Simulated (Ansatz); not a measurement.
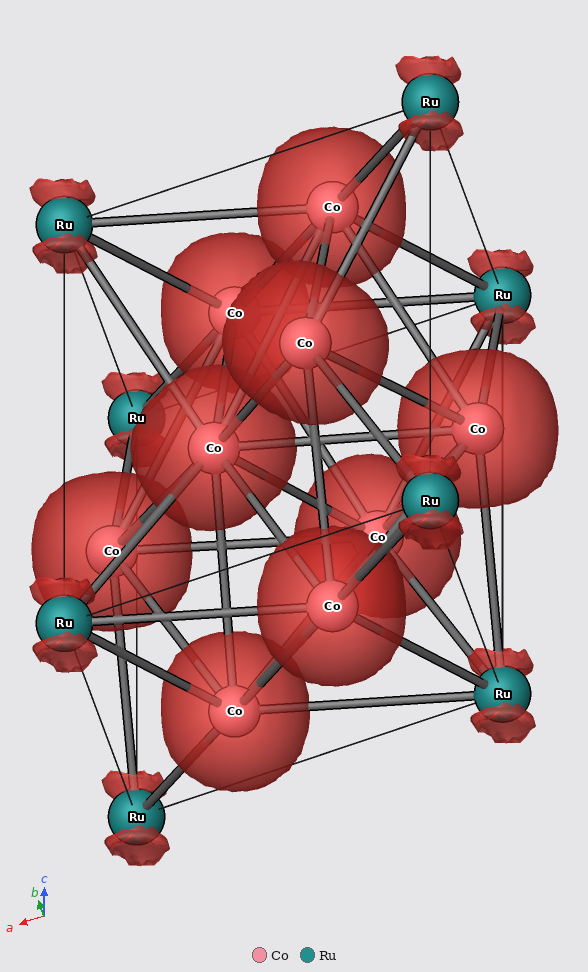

Figure 1: Co5Ru. Isosurfaces of the magnetisation density (up minus down) at +0.15 (red) and −0.15 e/Å³ (blue), seen at an oblique angle. Sticks mark near contacts.

Space group P-62m; a structure generated by program, which may or may not match a known phase; spin-polarised.

Method: Ansatz, DFT PBE, scalar-relativistic, plane waves, PAW.

Q: Which atoms carry the moments, and with what signs?

A: The spin density sits on Co: +1.6 μB (×3) and +1.3 μB (×2) in one cell of 6 atoms, with smaller moments on other sites: Ru (up to +0.24 μB): parallel moments (a ferromagnetic arrangement) in this solution. The cell of the calculation (6 atoms) carries 7.3 μB of net spin moment. Only one sign reaches the isovalue.
